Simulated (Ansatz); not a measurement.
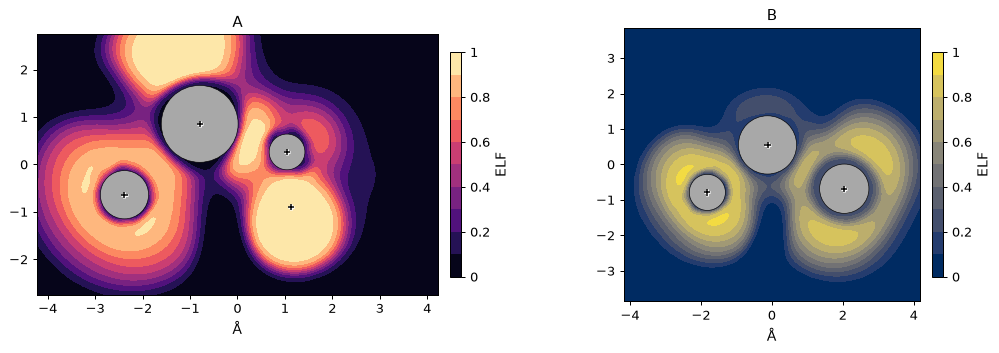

The electron localisation function of 2 systems, each on a plane through atoms (crosses mark nuclei in the plane; grey discs cover the cores).

Method: SCF cam_b3lyp, Gaussian basis in Ansatz.

System 1: CH3AlCl (doublet), the plane of atoms Al2, C1 and H4. Not at a stationary point (largest force 2.0 eV/Å).

```xyz
6

C    -0.4355    0.4272   -0.2842
Al    0.1216   -1.3437    0.2578
Cl    2.0702   -1.5925    1.1990
H     0.3731    1.2277   -0.0488
H    -1.4198    0.7195    0.2213
H    -0.6674    0.4977   -1.3914
```

System 2: Cl2GeHI (SMILES [Cl][GeH]([Cl])[I]), the plane of atoms Cl1, Ge2 and I4. Core potentials replace the inner electrons of I.

```yaml
atoms:
  - { symbol: Cl, position_ang: [-0.9332, -0.3796, 1.9027] }
  - { symbol: Ge, position_ang: [0.0765, 0.1142, 0.0579] }
  - { symbol: Cl, position_ang: [1.7159, -1.2437, -0.1771] }
  - { symbol: I, position_ang: [-1.4179, -0.1316, -1.9196] }
  - { symbol: H, position_ang: [0.6085, 1.5670, 0.0947] }
```

**Which map belongs to which system?**

Panel A is system 1, CH3AlCl: the plane holds C, Al, Cl and H. C–Al (1.93 Å): the ELF peaks at about 0.95 between the atoms, as expected for a polar covalent bond. Panel B is system 2, Cl2GeHI: the plane holds Cl, Ge and I. Ge–Cl (2.16 Å): the ELF peaks at about 0.85 in the valence shell of Cl, 0.8 Å from its nucleus, and is about 0.65 at the midpoint.
